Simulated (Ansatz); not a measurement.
## Electronic structure of ClH4NSi···H2O···HF in real space

```yaml
atoms:
  - { symbol: Si, position_ang: [-1.3531, -0.5509, 0.2505] }
  - { symbol: N, position_ang: [0.1865, -0.5868, 1.1498] }
  - { symbol: H, position_ang: [-1.4586, -1.5605, -0.8276] }
  - { symbol: H, position_ang: [-2.4278, -0.7196, 1.2631] }
  - { symbol: Cl, position_ang: [-1.6565, 1.3211, -0.6346] }
  - { symbol: H, position_ang: [1.3737, 0.6110, -1.2421] }
  - { symbol: O, position_ang: [1.0673, -0.2342, -1.6101] }
  - { symbol: H, position_ang: [1.0586, 1.5266, 0.8402] }
  - { symbol: F, position_ang: [1.6469, 2.0471, 0.3681] }
  - { symbol: H, position_ang: [0.1577, -0.9397, 2.1031] }
  - { symbol: H, position_ang: [0.9764, -0.9568, 0.6243] }
  - { symbol: H, position_ang: [0.4291, 0.0426, -2.2847] }
```

Not at a stationary point (largest force 1.3 eV/Å).

The calculation used RKS B3LYP-D4/def2-SVP in Ansatz 0.2.0.

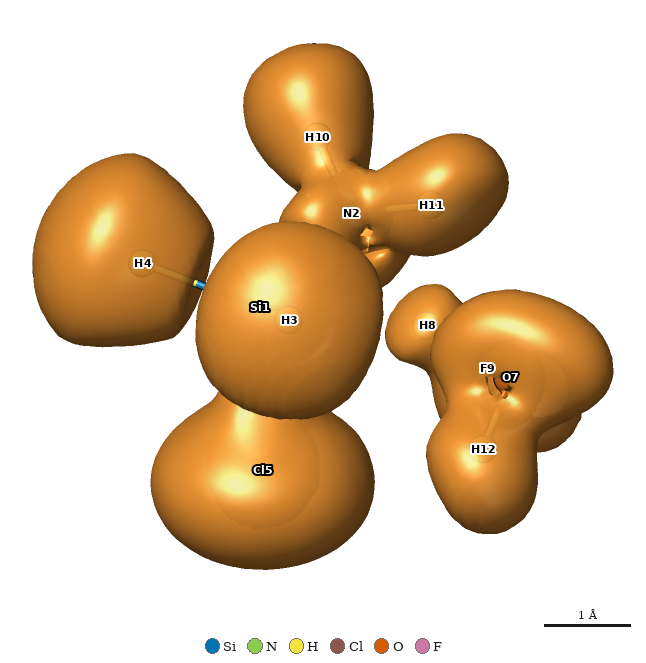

Figure 1. Isosurface of the ELF at 0.75 (orange), seen at an oblique angle. Only the valence region is drawn (cores and ρ < 0.01 e/Å³ removed).

> What do the ELF domains correspond to?

At this value the surface marks out two regions around hydrogen nuclei, one region on Cl in which the atom's valence shell and bonds are merged, one joined region spread over several atoms (F, H), in which their bonds and any lone pairs are merged, one joined region spread over several atoms (H, N), in which their bonds and any lone pairs are merged and one joined region spread over several atoms (H, O), in which their bonds and any lone pairs are merged. Along the contacts the grid gives the following. N2···H8 (2.31 Å): the ELF dips to about 0.05 between them (by its geometry a hydrogen bond between the two molecules, with no shared pair). Si–N (1.78 Å): the ELF peaks at about 0.95 between the atoms; a polar covalent bond.

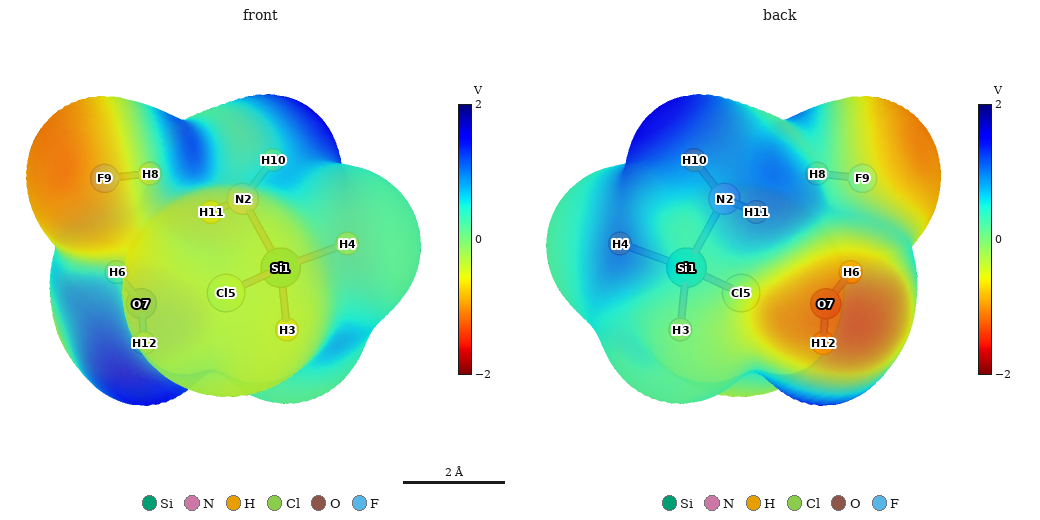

Figure 2. The electrostatic potential painted on the density surface at 0.001 e/bohr³, seen from the front and from behind; the colour scale runs from red (negative) to blue (positive).

> Describe the electrostatic potential map.

The most negative region (about −1.3 V) lies over O7, the most positive (about +1.6 V) over H10 and H12. O7 is the likeliest acceptor of a hydrogen bond.

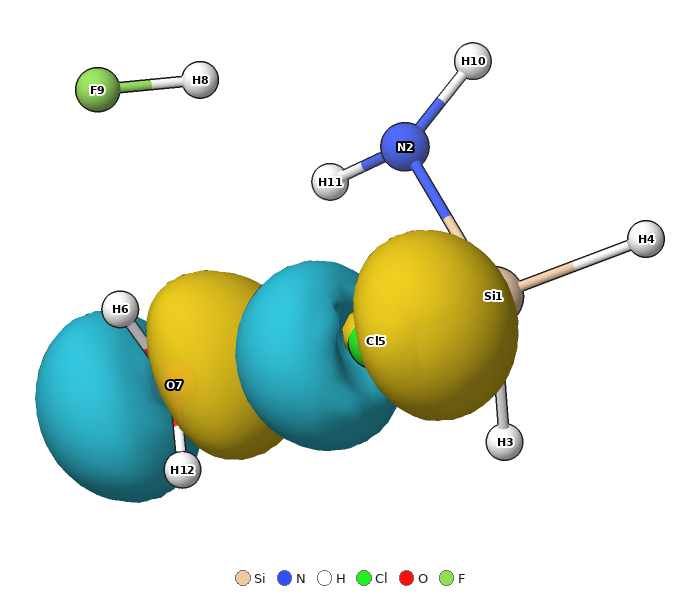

Figure 3. The HOMO−1 at ±0.15 Å⁻³ᐟ² (yellow and cyan are the two phases), seen at a tilt.

> Where does this orbital lie, and at what energy?

By Hirshfeld shares it lies mainly on O7 (about 55 %) and Cl5 (about 35 %); largely a combination of lone pairs on O7 and Cl5. Its energy is −8.30 eV.
